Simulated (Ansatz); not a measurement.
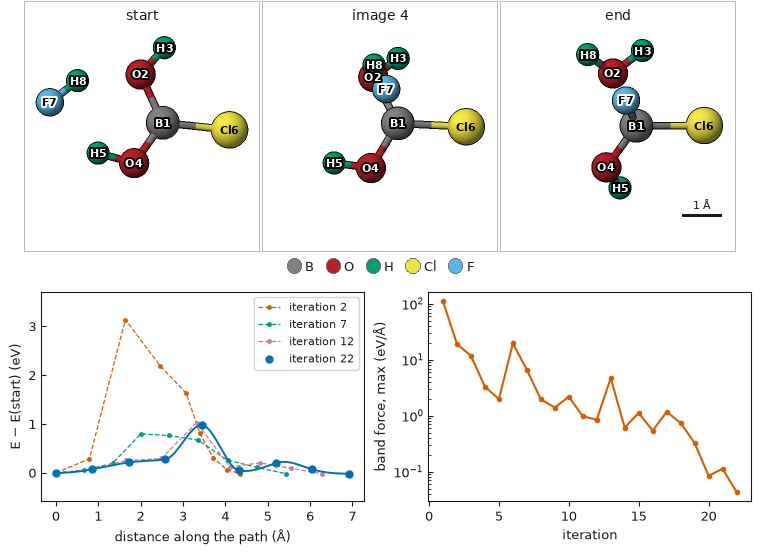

A search for the minimum-energy path of BH3O2ClF by the nudged elastic band. Images are numbered from 0 (start) to 8 (end). The plot follows the band through its iterations. Style: ball-and-stick. Shown at a tilt.

Method: Ansatz, RKS r2SCAN-D4/def2-SVP. Settings: 7 movable images; climbing image; force threshold 0.05 eV/Å; iteration limit 60; starting path through a guess of the saddle point.

> Did the band converge, and can the barrier be trusted?

The run is converged, with reservations. The band converged in 22 iterations. The largest component of the band force went from 110 to 0.044 eV/Å. The climbing image converged on the top of the path. Its vibrational analysis gives one imaginary mode (898i cm⁻¹), as a transition state must have. The first iteration put the highest image at 17.92 eV. The highest point, image 4, lies 0.98 eV above the start and 0.99 eV above the end; the end is at −0.01 eV relative to the start. The profile has 2 maxima (images 4, 6) with a dip at image 5 (+0.05 eV), so the process runs in steps.
